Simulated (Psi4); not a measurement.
## Frequency calculation of BNH$_{6}$ (part 2 of 4)

Continued. System: BNH$_{6}$. Method: HF/6-311G*, UHF (Psi4 1.11). The geometry comes from this level: PBE0-D4/def2-TZVP.

Geometry of the input (Å):
```
B  -0.1913  0.2508  -0.7754
N  0.2065  -0.2551  0.7317
H  -0.0782  -0.7284  -1.4810
H  -1.3326  0.6497  -0.6872
H  0.6044  1.1266  -1.0384
H  0.1408  0.5070  1.3987
H  1.1566  -0.6113  0.7553
H  -0.4140  -0.9965  1.0405
```

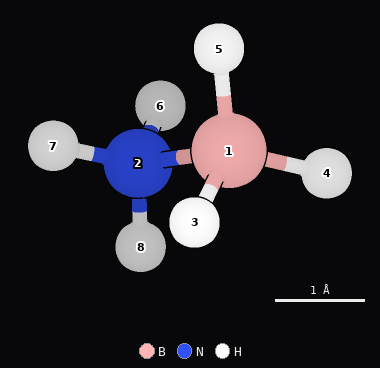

Fig. 1: The structure as given in the input (ball-and-stick view, seen at a tilt; atoms are numbered from 1 in the order of the input).

**Log, continued**
```
   -------------------------------------------------------
    Irrep   Nso     Nmo     Nalpha   Nbeta   Ndocc  Nsocc
   -------------------------------------------------------
     A         54      54       9       9       9       0
   -------------------------------------------------------
    Total      54      54       9       9       9       0
   -------------------------------------------------------

  ==> Iterations <==

                           Total Energy        Delta E     RMS |[F,P]|

   @DF-UHF iter   1:   -81.88081900730882   -8.18808e+01   2.65504e-02 ADIIS
   @DF-UHF iter   2:   -82.56312842189304   -6.82309e-01   6.78100e-03 ADIIS
   @DF-UHF iter   3:   -82.61683507137164   -5.37066e-02   3.44637e-03 ADIIS
   @DF-UHF iter   4:   -82.62741368020166   -1.05786e-02   1.87528e-03 ADIIS
   @DF-UHF iter   5:   -82.63025899338250   -2.84531e-03   1.04852e-03 ADIIS
   @DF-UHF iter   6:   -82.63140971895383   -1.15073e-03   2.20081e-04 ADIIS
   @DF-UHF iter   7:   -82.63145318108728   -4.34621e-05   1.03401e-04 ADIIS
   @DF-UHF iter   8:   -82.63141858968658    3.45914e-05   2.11758e-04 ADIIS
   @DF-UHF iter   9:   -82.63145149020515   -3.29005e-05   1.23696e-04 ADIIS
   @DF-UHF iter  10:   -82.63146109071955   -9.60051e-06   8.26984e-05
   @DF-UHF iter  11:   -82.63146701686176   -5.92614e-06   4.69908e-05
   @DF-UHF iter  12:   -82.63146871741131   -1.70055e-06   2.56810e-05
   @DF-UHF iter  13:   -82.63146922818284   -5.10772e-07   1.44720e-05
   @DF-UHF iter  14:   -82.63146938471995   -1.56537e-07   8.01686e-06
   @DF-UHF iter  15:   -82.63146943312928   -4.84093e-08   4.49281e-06
   @DF-UHF iter  16:   -82.63146944815988   -1.50306e-08   2.50080e-06
   @DF-UHF iter  17:   -82.63146945283506   -4.67519e-09   1.39807e-06
   @DF-UHF iter  18:   -82.63146945429054   -1.45548e-09   7.79576e-07
   @DF-UHF iter  19:   -82.63146945474377   -4.53227e-10   4.35394e-07
   @DF-UHF iter  20:   -82.63146945488505   -1.41284e-10   2.42939e-07
   @DF-UHF iter  21:   -82.63146945492907   -4.40252e-11   1.35630e-07
   @DF-UHF iter  22:   -82.63146945494260   -1.35287e-11   7.56968e-08
   @DF-UHF iter  23:   -82.63146945494705   -4.44800e-12   4.22549e-08
   @DF-UHF iter  24:   -82.63146945494827   -1.22213e-12   2.35849e-08
   @DF-UHF iter  25:   -82.63146945494880   -5.25802e-13   1.31647e-08
   @DF-UHF iter  26:   -82.63146945494888   -8.52651e-14   7.34822e-09
  Energy and wave function converged.

  ==> Post-Iterations <==

   @Spin Contamination Metric:   6.572520306E-14
   @S^2 Expected:                0.000000000E+00
   @S^2 Observed:                6.572520306E-14
   @S   Expected:                0.000000000E+00
   @S   Observed:                0.000000000E+00

    Orbital Energies [Eh]
    ---------------------

    Alpha Occupied:

       1A    -15.642838     2A     -7.525409     3A     -1.252895
       4A     -0.731140     5A     -0.731102     6A     -0.713339
       7A     -0.512420     8A     -0.412116     9A     -0.412096

    Alpha Virtual:

      10A      0.110766    11A      0.183641    12A      0.183645
      13A      0.240119    14A      0.276192    15A      0.276195
      16A      0.288314    17A      0.400934    18A      0.400940
      19A      0.471914    20A      0.471945    21A      0.484204
      22A      0.629189    23A      0.723533    24A      0.755428
      25A      0.755454    26A      0.825589    27A      0.882560
      28A      0.893003    29A      0.893007    30A      1.159150
      31A      1.159156    32A      1.374656    33A      1.386298
      34A      1.386308    35A      1.508630    36A      2.082740
      37A      2.082767    38A      2.199067    39A      2.199072
      40A      2.262339    41A      2.429185    42A      2.429188
      43A      2.436553    44A      2.743862    45A      2.881689
      46A      2.881698    47A      3.137922    48A      3.147262
      49A      3.147287    50A      4.405858    51A      4.405946
      52A      4.530743    53A     15.103934    54A     36.667329

    Beta Occupied:

       1A    -15.642838     2A     -7.525409     3A     -1.252895
       4A     -0.731140     5A     -0.731102     6A     -0.713339
       7A     -0.512420     8A     -0.412116     9A     -0.412096

    Beta Virtual:

      10A      0.110766    11A      0.183641    12A      0.183645
      13A      0.240119    14A      0.276192    15A      0.276195
      16A      0.288314    17A      0.400934    18A      0.400940
      19A      0.471914    20A      0.471945    21A      0.484204
      22A      0.629189    23A      0.723533    24A      0.755428
      25A      0.755454    26A      0.825589    27A      0.882560
      28A      0.893003    29A      0.893007    30A      1.159150
      31A      1.159156    32A      1.374656    33A      1.386298
      34A      1.386308    35A      1.508630    36A      2.082740
      37A      2.082767    38A      2.199067    39A      2.199072
      40A      2.262339    41A      2.429185    42A      2.429188
      43A      2.436553    44A      2.743862    45A      2.881689
      46A      2.881698    47A      3.137922    48A      3.147262
      49A      3.147287    50A      4.405858    51A      4.405946
      52A      4.530743    53A     15.103934    54A     36.667329

    Final Occupation by Irrep:
              A
    DOCC [     9 ]
    SOCC [     0 ]
    NA   [     9 ]
    NB   [     9 ]

  @DF-UHF Final Energy:   -82.63146945494888

   => Energetics <=

    Nuclear Repulsion Energy =             40.7545564595608667
    One-Electron Energy =                -190.9053450301549333
    Two-Electron Energy =                  67.5193191156451888
    Total Energy =                        -82.6314694549488848

  UHF NO Occupations:
  HONO-2 :    7  A 2.0000000
  HONO-1 :    8  A 2.0000000
  HONO-0 :    9  A 2.0000000
  LUNO+0 :   10  A 0.0000000
  LUNO+1 :   11  A 0.0000000
  LUNO+2 :   12  A 0.0000000
  LUNO+3 :   13  A 0.0000000

Computation Completed

Properties will be evaluated at   0.000000,   0.000000,   0.000000 [a0]

Properties computed using the SCF density matrix

 Multipole Moments:

 ------------------------------------------------------------------------------------
     Multipole            Electronic (a.u.)      Nuclear  (a.u.)        Total (a.u.)
 ------------------------------------------------------------------------------------

 L = 1.  Multiply by 2.5417464519 to convert [e a0] to [Debye]
 Dipole X            :         -0.0001191            0.0000174           -0.0001017
 Dipole Y            :         -0.0000437            0.0000386           -0.0000051
 Dipole Z            :          1.7344476            0.5120470            2.2464946
 Magnitude           :                                                    2.2464946

 ------------------------------------------------------------------------------------

	total time  =          0 seconds =       0.00 minutes

         ------------------------------------------------------------
                                   SCF HESS
         ------------------------------------------------------------

  ==> Geometry <==

    Molecular point group: c1
    Full point group: C1

    Geometry (in Angstrom), charge = 0, multiplicity = 1:

       Center              X                  Y                   Z               Mass
    ------------   -----------------  -----------------  -----------------  -----------------
         B           -0.000000719958    -0.000001594630    -0.902557574544    11.009305360000
         N           -0.000000719958    -0.000001594630     0.736201425456    14.003074004430
         H           -0.000000719958     1.169454535133    -1.221726941094     1.007825032230
         H            1.012820511635    -0.584680800585    -1.221632150754     1.007825032230
         H           -1.012702676402    -0.584769125095    -1.221643726938     1.007825032230
         H           -0.000916498618    -0.948059617863     1.098398689433     1.007825032230
         H           -0.820642770274     0.474774518576     1.098499369119     1.007825032230
         H            0.821460021654     0.473320065648     1.098446250300     1.007825032230

  Nuclear repulsion =   40.754556459560867

  ==> Basis Set <==

  Basis Set: 6-311G*
    Blend: 6-311G*
    Number of shells: 34
    Number of basis functions: 54
    Number of Cartesian functions: 56
    Spherical Harmonics?: true
    Max angular momentum: 2

  ==> DFJKGrad: Density-Fitted SCF Gradients <==

    Gradient:                    2
    J tasked:                  Yes
    K tasked:                  Yes
    wK tasked:                  No
    Integrals threads:           1
    Memory [MiB]:             1144
    Schwarz Cutoff:          1E-12
    Fitting Condition:       1E-10

   => Auxiliary Basis Set <=

  Basis Set: (6-311G* AUX)
    Blend: CC-PVTZ-JKFIT
    Number of shells: 110
    Number of basis functions: 338
    Number of Cartesian functions: 402
    Spherical Harmonics?: true
    Max angular momentum: 4

  DFHelper Memory: AOs need 0.009 GiB; user supplied 1.341 GiB.
  SCF_SUBTYPE=INCORE selected. In-core MEM_DF algorithm will be used.
  Using in-core AOs.

  ==> MemDFJK: Density-Fitted J/K Matrices <==

    J tasked:                   Yes
    K tasked:                   Yes
    wK tasked:                   No
    Memory [MiB]:              1373
    Algorithm:                 Core
    Schwarz Cutoff:           1E-12
    Mask sparsity (%):       0.0000
    Fitting Condition:        1E-10

   => Auxiliary Basis Set <=

  Basis Set: (6-311G* AUX)
    Blend: CC-PVTZ-JKFIT
    Number of shells: 110
    Number of basis functions: 338
    Number of Cartesian functions: 402
    Spherical Harmonics?: true
    Max angular momentum: 4

   ==> Coupled-Perturbed UHF Solver <==

    Maxiter             =         100
    Convergence         =   1.000E-06
    Number of equations =          48
   -----------------------------------------------------
     Iter   Residual RMS      Max RMS  Remain  Time [s]
   -----------------------------------------------------
        1      4.769e-01    6.381e-01      24         0
        2      1.217e-01    1.603e-01      24         0
        3      2.507e-02    3.904e-02      24         0
        4      4.716e-03    9.223e-03      24         0
        5      1.098e-03    1.936e-03      24         0
        6      2.543e-04    3.857e-04      24         0
        7      6.025e-05    1.022e-04      24         0
        8      9.675e-06    1.580e-05      24         0
        9      1.925e-06    2.973e-06      17         1
       10      4.504e-07    4.260e-07       0         1
  ## Total Hessian (Symmetry 0) ##
  Irrep: 1 Size: 24 x 24

                 1                   2                   3                   4                   5

    1     0.40711763473301     0.00003894141599     0.00002001797096    -0.06356718145261     0.00000872938541
    2     0.00003894141599     0.40706813096935     0.00000225555463    -0.00001267724303    -0.06356776248991
    3     0.00002001797096     0.00000225555463     0.23160831637986    -0.00000236216560     0.00000321574954
    4    -0.06356718145261    -0.00001267724303    -0.00000236216560     0.77574906626185     0.00007912355561
    5     0.00000872938541    -0.06356776248991     0.00000321574954     0.00007912355561     0.77590472125346
    6    -0.00000269702681    -0.00000045764807    -0.07901584479092     0.00002749252416    -0.00003267592681
    7    -0.04177152023213     0.00000185598254    -0.00000429366898     0.00152499523027    -0.00000155162548
    8    -0.00000140481380    -0.19124233587769     0.04071316490188     0.00000174489998     0.00069986036441
    9    -0.00000193806296     0.03076807131047    -0.04703207521577     0.00000811927631     0.03060247168037
   10    -0.15389510029578     0.06472683155231     0.03525540220638     0.00090407220637     0.00035708121031
   11     0.06472556854064    -0.07913450300278    -0.02034937734748     0.00036066897784     0.00131826922574
   12     0.02664074541384    -0.01537833007312    -0.04702467229369     0.02650109008535    -0.01530902692825
   13    -0.15391996866600    -0.06476221302028    -0.03526968994013     0.00090576042607    -0.00035956703956
   14    -0.06476469599478    -0.07915998061275    -0.02036851466809    -0.00035706732421     0.00131855784803
   15    -0.02665558954982    -0.01539289931868    -0.04702479262767    -0.02650936310421    -0.01529686012057
   16     0.00137669361156     0.00000436971668    -0.00000145234568    -0.08501486552553    -0.00029813077854
   17    -0.00000089687807     0.00264768635711     0.00200119138349    -0.00029288003337    -0.39212441596941
   18     0.00002046741909     0.02720813407107    -0.00383912696808     0.00013675835265     0.14376067236013
   19     0.00232838112414    -0.00054922583803     0.00173489702788    -0.31497737288436     0.13302963013558
   20    -0.00055436389431     0.00169532891870    -0.00099924581302     0.13303106586015    -0.16200046401130
   21     0.02355144978866    -0.01362062446491    -0.00383486005968     0.12438967115184    -0.07197044294888
   22     0.00233106116331     0.00055211742289    -0.00173251907353    -0.31552447424441    -0.13281531485245
   23     0.00054812224260     0.00169343575818    -0.00100268976780    -0.13280997869136    -0.16154876624104
   24    -0.02357245595554    -0.01358614942851    -0.00383694443253    -0.12455140610398    -0.07175735387306

                 6                   7                   8                   9                  10

    1    -0.00000269702681    -0.04177152023213    -0.00000140481380    -0.00000193806296    -0.15389510029578
    2    -0.00000045764807     0.00000185598254    -0.19124233587769     0.03076807131047     0.06472683155231
    3    -0.07901584479092    -0.00000429366898     0.04071316490188    -0.04703207521577     0.03525540220638
    4     0.00002749252416     0.00152499523027     0.00000174489998     0.00000811927631     0.00090407220637
    5    -0.00003267592681    -0.00000155162548     0.00069986036441     0.03060247168037     0.00035708121031
    6     0.45709780991077     0.00000477488454     0.00271587232283    -0.01649841215069     0.00235158492018
    7     0.00000477488454     0.03515349328172    -0.00000156006415    -0.00000210530710     0.00244339489333
    8     0.00271587232283    -0.00000156006415     0.20877609915117    -0.04908713622464     0.00225283667147
    9    -0.01649841215069    -0.00000210530710    -0.04908713622464     0.05640448052465    -0.00077140795342
   10     0.00235158492018     0.00244339489333     0.00225283667147    -0.00077140795342     0.16539180482293
   11    -0.00136292890982     0.01820632202905    -0.00936721699717    -0.00602084060541    -0.07518527279510
   12    -0.01650108704699    -0.00560153163304     0.00234333246525     0.00492035711918    -0.04250512854287
   13    -0.00235442000800     0.00244595373330    -0.00225032352359     0.00077233246405    -0.01527205371548
   14    -0.00135529129905    -0.01820446875348    -0.00936746308394    -0.00602190028241     0.00797651475263
   15    -0.01650269376156     0.00560177769138     0.00234355564880     0.00492059341993     0.00482930662077
   16     0.00011264468825     0.00078587171725     0.00000094283339    -0.00000286498705    -0.00076710402916
   17     0.11526165808869    -0.00000012631084     0.00155765059852    -0.00052538064279    -0.00009433156867
   18    -0.10951790753724    -0.00000006848517    -0.00081495167343    -0.00709631069216     0.00032916926029
   19     0.09971961677165    -0.00029052247118    -0.00037092335328    -0.00059348372460     0.00136481516608
   20    -0.05769855221948    -0.00031706938405    -0.00052678022509     0.00014429470879    -0.00033494358726
   21    -0.10953465988109    -0.00088478464893     0.00089402931767     0.00219350580785    -0.00070540495976
   22    -0.09985899675679    -0.00029166615042     0.00036868735004     0.00059134829642    -0.00016982908001
   23    -0.05752762441781     0.00031659812651    -0.00052981393201     0.00014042006930     0.00030128375894
   24    -0.10952720476387     0.00088623116882     0.00089213323153     0.00218786118846     0.00121647845558

                11                  12                  13                  14                  15

    1     0.06472556854064     0.02664074541384    -0.15391996866600    -0.06476469599478    -0.02665558954982
    2    -0.07913450300278    -0.01537833007312    -0.06476221302028    -0.07915998061275    -0.01539289931868
    3    -0.02034937734748    -0.04702467229369    -0.03526968994013    -0.02036851466809    -0.04702479262767
    4     0.00036066897784     0.02650109008535     0.00090576042607    -0.00035706732421    -0.02650936310421
    5     0.00131826922574    -0.01530902692825    -0.00035956703956     0.00131855784803    -0.01529686012057
    6    -0.00136292890982    -0.01650108704699    -0.00235442000800    -0.00135529129905    -0.01650269376156
    7     0.01820632202905    -0.00560153163304     0.00244595373330    -0.01820446875348     0.00560177769138
    8    -0.00936721699717     0.00234333246525    -0.00225032352359    -0.00936746308394     0.00234355564880
    9    -0.00602084060541     0.00492035711918     0.00077233246405    -0.00602190028241     0.00492059341993
   10    -0.07518527279510    -0.04250512854287    -0.01527205371548     0.00797651475263     0.00482930662077
   11     0.07855550922114     0.02454034384206    -0.00797850938839     0.00835055212502     0.00367960730707
   12     0.02454034384206     0.05640011501199    -0.00482978555743     0.00367937501065     0.00492020726641
   13    -0.00797850938839    -0.00482978555743     0.16541416468552     0.07522098685181     0.04252327306022
   14     0.00835055212502     0.00367937501065     0.07522098685181     0.07857937381381     0.02455080962140
   15     0.00367960730707     0.00492020726641     0.04252327306022     0.02455080962140     0.05640201184731
   16    -0.00004228276739    -0.00017401880380    -0.00076575715239     0.00004270553561     0.00017167112863
   17    -0.00005427234908    -0.00058250694095     0.00009661691203    -0.00005177182010    -0.00058641723725
   18    -0.00121344907580     0.00218832626659    -0.00033167243965    -0.00121316471083     0.00219371325146
   19    -0.00033391743315    -0.00045335468061    -0.00017316386390    -0.00024841909050    -0.00041724881188
   20     0.00097924526467     0.00026498354055    -0.00030051587902    -0.00064795333599     0.00044164731307
   21     0.00040720313830    -0.00709699783769    -0.00121575857810     0.00032149851166     0.00218801435518
   22     0.00024742284326     0.00042198372446     0.00136506453392     0.00033444402581     0.00045617294712
   23    -0.00064758348021     0.00044182908844     0.00033352508813     0.00097868506464     0.00026055678056
   24     0.00031944165042     0.00219375151511     0.00070572099210     0.00040718781010    -0.00709705375641

                16                  17                  18                  19                  20
```
